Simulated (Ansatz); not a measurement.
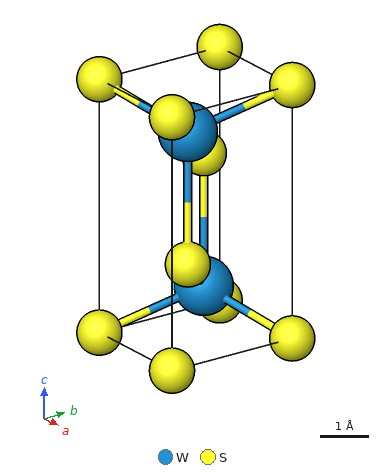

The image is a ball-and-stick drawing of a crystal, viewed slightly off an axis. The parallelepiped is the conventional unit cell.

In words:

- The formula is W2S3.
- Its lattice is primitive hexagonal, its space group P-3m1 (No. 164).
- Cell content 2 W, 3 S; Z = 1.
- W is linked to eight S and three W (about 2.5 to 2.9 Å to S, 2.9 Å to W). S takes two kinds of site: 1a with six W at about 2.5 Å; 2d with five W at about 2.6 to 2.9 Å.
- The bonds build a three-dimensional framework.

Provenance: a textbook structure type filled with these elements (whether it is the usual form wasn't checked). Relaxation method: Ansatz, DFT PBE, scalar-relativistic, plane waves, PAW.
